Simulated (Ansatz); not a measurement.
The reference is AlN in the wurtzite structure (space group P6_3mc, No. 186; a = 3.1067 Å, c = 4.9785 Å).

It is then changed as follows: Ga replaces 33.3 % of the Al, ordered in a cell of 12 atoms (starting symmetry Cmc2_1) and fully relaxed.

Level of theory: Kohn–Sham DFT with the r2SCAN functional, run in Ansatz (a quantum-chemistry and plane-wave program) with PAW and 500 eV plane waves, scalar-relativistic without spin-orbit coupling.

The zone is the changed cell's own and can be folded.

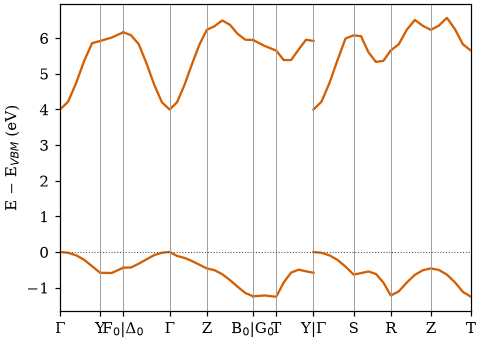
Fig. 1. Highest valence and lowest conduction band along the path of the changed cell's own zone

The gap is 4.00 eV, direct at Γ; the base has 4.88 eV.

Each cell is one ordered arrangement of few atoms, which overstates ordering effects compared with a random alloy. Stability against distortions was not tested. k-point labels follow each cell's own Brillouin zone.
